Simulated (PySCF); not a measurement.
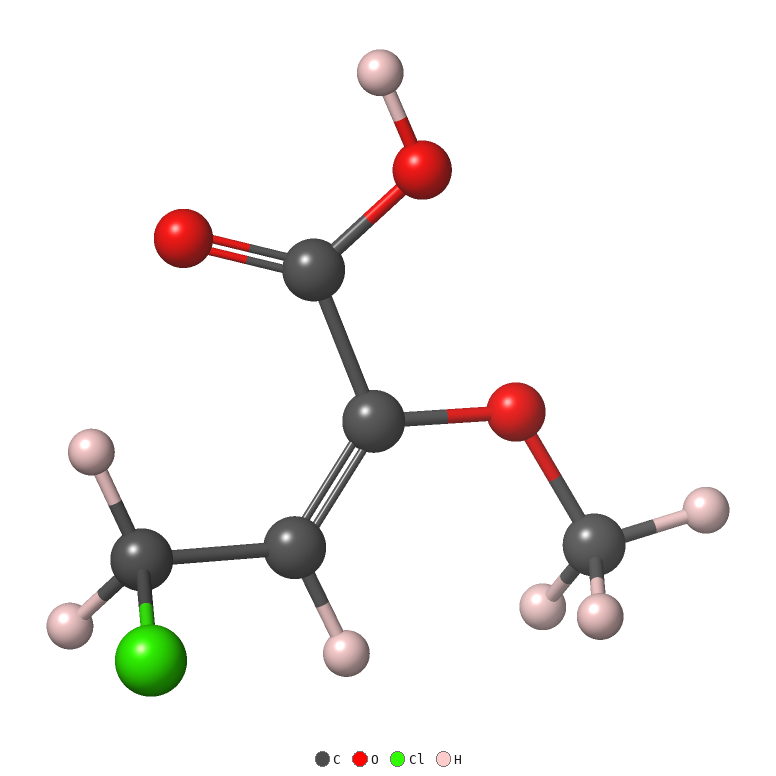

The picture shows a molecular structure as a ball-and-stick model. Multiple sticks mark multiple bonds (one Kekulé form).

Computed geometry: GFN2-xTB optimisation. No frequency run is at hand to confirm it as a minimum.

Describe the molecule.

Formula C₅H₇ClO₃. As SMILES it reads `CO/C(=C/CCl)C(=O)O`. It has no ring. Among its groups: ether, carboxylic acid, alkene, C–Cl bond. This geometry has C1 symmetry. Coordination: 2 C tetrahedral; 2 O bent; 3 C trigonal planar.

The parts below concern this one geometry. Atoms keep their numbers from picture to picture.

**Geometry**

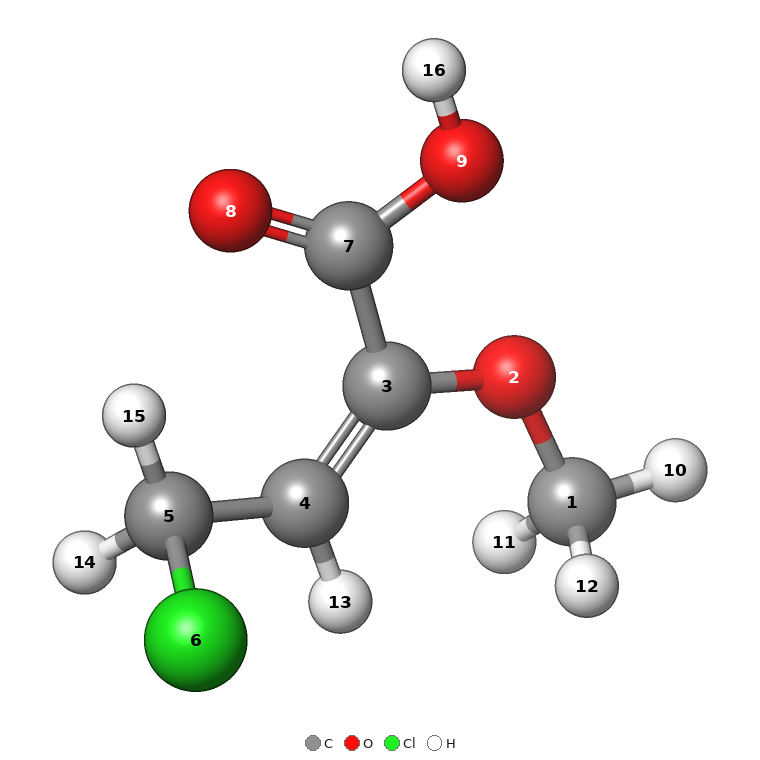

Atoms carry their numbers in the input. No frequency run is at hand to confirm it as a minimum.

Estimate the angles C1–O2–C3, O2–C1–H10, O2–C1–H11, C3–C4–C5, C3–C4–H13, C3–C7–O8, C4–C3–C7, C4–C5–H14, C5–C4–H13, Cl6–C5–H15, C7–O9–H16, O8–C7–O9.

| angle | degrees |
| --- | --- |
| C1–O2–C3 | 118.7 |
| O2–C1–H10 | 105.5 |
| O2–C1–H11 | 111.4 |
| C3–C4–C5 | 126.2 |
| C3–C4–H13 | 119.4 |
| C3–C7–O8 | 125.5 |
| C4–C3–C7 | 123.5 |
| C4–C5–H14 | 111.3 |
| C5–C4–H13 | 114.3 |
| Cl6–C5–H15 | 107.1 |
| C7–O9–H16 | 110.2 |
| O8–C7–O9 | 122.6 |

**Electronic properties**

No frequency run is at hand to confirm it as a minimum. Properties computed with PBE0/def2-SVPD, gas phase (PySCF 2.14.0). Excitations: vertical, linear response.

Computed properties:

- dipole moment: 2.96 D
- HOMO energy (Kohn–Sham orbital): −7.27 eV
- LUMO energy (Kohn–Sham orbital): −1.61 eV
- HOMO–LUMO gap: 5.66 eV
- mean static polarisability: 90.1 bohr³
- lowest vertical singlet excitation: 4.87 eV
- its oscillator strength: 0.062
- brightest of the 6 lowest singlets: 5.10 eV
- its oscillator strength: 0.15

**Bond orders**

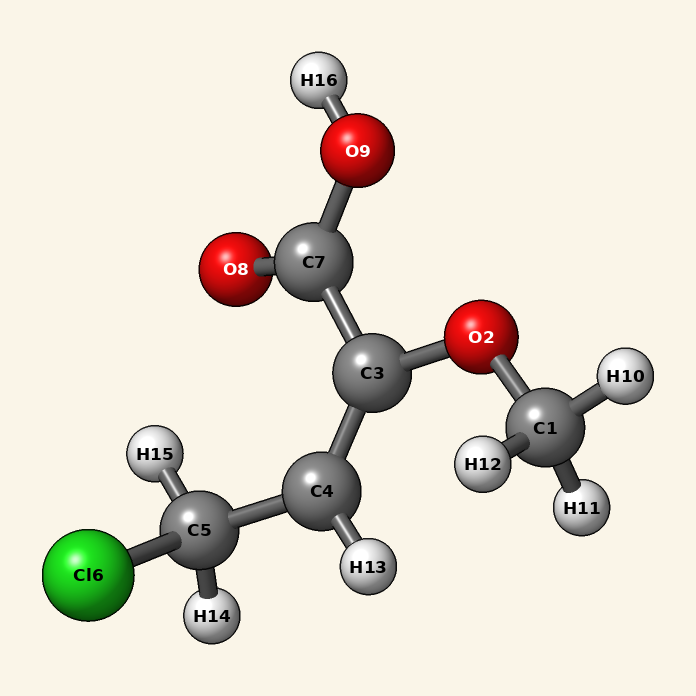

Every bond is drawn as one stick. No frequency run is at hand to confirm it as a minimum. Level of theory: PBE0/pcSseg-1 (PySCF 2.14.0).

List the Mayer bond orders of C1–O2, O2–C3, C3–C4, C3–C7, C4–C5, C5–Cl6, C7–O8, C7–O9 (bonds between heavy atoms, one of each equivalent set).

```tsv
bond	Mayer order	length (Å)
C1–O2	0.90	1.408
O2–C3	1.05	1.355
C3–C4	1.73	1.343
C3–C7	0.97	1.494
C4–C5	1.05	1.482
C5–Cl6	0.96	1.803
C7–O8	1.91	1.206
C7–O9	1.19	1.330
```

**Charges**

The questions are on ESP-fitted charges. No frequency run is at hand to confirm it as a minimum. Properties computed with PBE0/pcSseg-1, gas phase (PySCF 2.14.0).

Question: Which atom carries the highest charge (most positive or least negative)?

Answer: C7 (0.74 e).

Question: And the lowest?

Answer: O9 (−0.60 e).

Give the ESP-fitted charges atom by atom.

```csv
atom,value (e)
C1,−0.09
O2,−0.27
C3,0.13
C4,−0.17
C5,−0.45
Cl6,−0.13
C7,0.74
O8,−0.57
O9,−0.60
H10,0.13
H11,0.07
H12,0.09
H13,0.18
H14,0.22
H15,0.28
H16,0.45
```
